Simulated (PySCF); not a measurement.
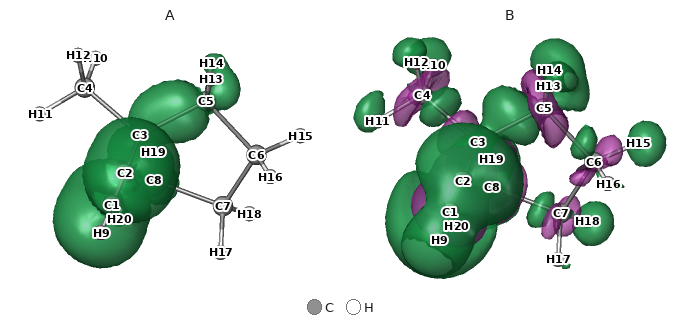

C₈H₁₂, SMILES `C#CC1(C)CCCC1`. The Fukui function f⁻ from two separate SCF calculations and the density of the HOMO, at ±0.015 e/Å³ (green positive, purple negative).

Level of theory: ωB97X/def2-SVP (PySCF), at a geometry from GFN2-xTB. No frequency check shows the geometry to be a minimum.

Geometry (Å), atoms numbered from 1:

```
C1      -1.8075   -1.8304    0.0002
C2      -1.1906   -0.8051    0.0001
C3      -0.4449    0.4438   -0.0000
C4      -1.4257    1.6158   -0.0001
C5       0.5237    0.4693    1.1933
C6       1.6793   -0.4431    0.7710
C7       1.6793   -0.4435   -0.7709
C8       0.5236    0.4687   -1.1936
H9      -2.3469   -2.7302    0.0006
H10     -0.8860    2.5610   -0.0004
H11     -2.0608    1.5765   -0.8830
H12     -2.0607    1.5769    0.8825
H13      0.0493    0.1357    2.1157
H14      0.8769    1.4921    1.3373
H15      2.6278   -0.0917    1.1760
H16      1.5116   -1.4534    1.1442
H17      1.5115   -1.4539   -1.1436
H18      2.6277   -0.0922   -1.1761
H19      0.8768    1.4915   -1.3379
H20      0.0491    0.1348   -2.1157
```

Question: Which panel is which, and how good is the frozen-orbital picture?

Answer: B is f⁻ (it has negative regions), A the HOMO density. The HOMO lies on C1 (40 %), C2 (31 %) and C3 (7 %); f⁻ (Hirshfeld-condensed) is largest on C1 (0.29) and C2 (0.21); the vertical ionisation energy is 9.85 eV (the stability of the cation's solution wasn't checked). Relaxation shifts 29 % of the electron between atoms. The orbital energy is −9.95 eV.
